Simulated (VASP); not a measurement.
Band structure of Rh (relaxed from the simple-cubic structure, space group Pm-3m). Calculation: PBEsol GGA, VASP's PBE PAW potentials (set 64) (plane waves; VASP).

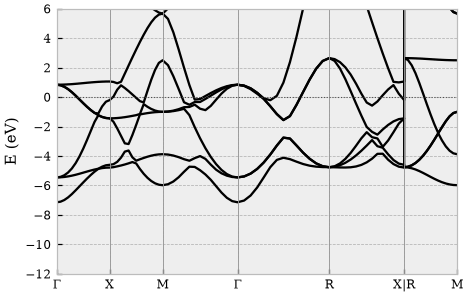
*Bands along high-symmetry lines, zero at the valence-band maximum or, without a gap, the Fermi level*

Read the plot: is there a gap, and where are the band edges?

It has no gap at this level: it comes out as a metal or semimetal. (Edges off the drawn lines would not show.)

The structure was generated: Rh was put into the simple-cubic type (Pm-3m), which need not be its known phase. It was relaxed first.
